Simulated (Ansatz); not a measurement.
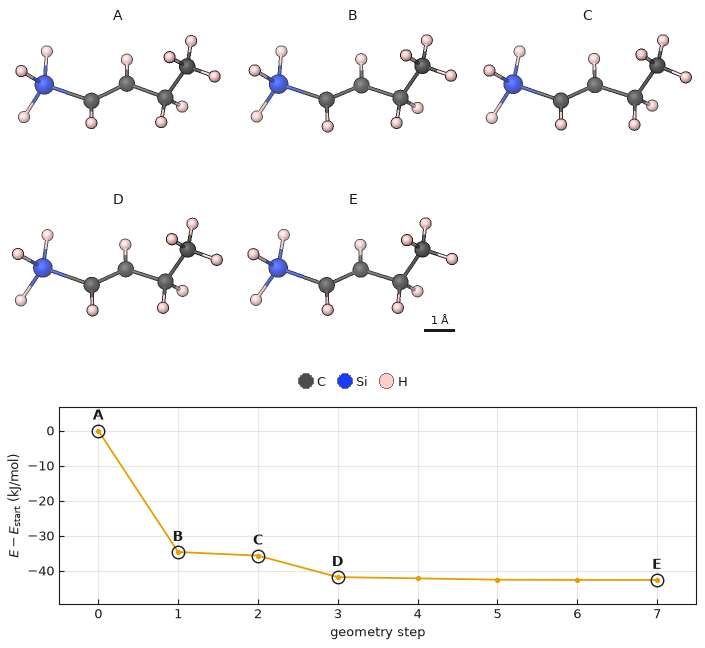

Frames of a relaxation of C₄H₁₀Si (coarse preliminary run), marked on the history of the run. A ball-and-stick model, seen at a tilt.

The start comes from a force field.

These are results of Ansatz 0.2.0, RKS PBE-D4/def2-SVP, not measurements. (force threshold 0.03 eV/Å; at most 200 steps)

Question: What happens along the run?

Answer: The largest move after the best rigid fit is that of an H atom, 0.17 Å. By element the largest moves are H 0.17 Å, C 0.08 Å, Si 0.05 Å. Near-neighbour distances that change, for instance: C–Si 1.789 → 1.873 Å, H–Si 1.441 → 1.508 Å, C–C 1.479 → 1.536 Å, C–H 1.155 → 1.109 Å. Among the angles between lasting bonds that change: H–C–H 104.1° → 108.0°, Si–C–H 114.7° → 118.5°, C–C–H 107.9° → 111.1°. Over 7 geometry steps the energy falls by 42.6 kJ/mol. Largest force component: 3 eV/Å at the start, 0.01 eV/Å at the end. From step 0 to 1: an H atom moves most (0.14 Å), energy −34.7 kJ/mol. From step 1 to 2: an H atom moves most (0.20 Å), energy −1.02 kJ/mol. From step 2 to 3: an H atom moves most (0.15 Å), energy −6.13 kJ/mol. From step 3 to 7: an H atom moves most (0.06 Å), energy −0.81 kJ/mol.
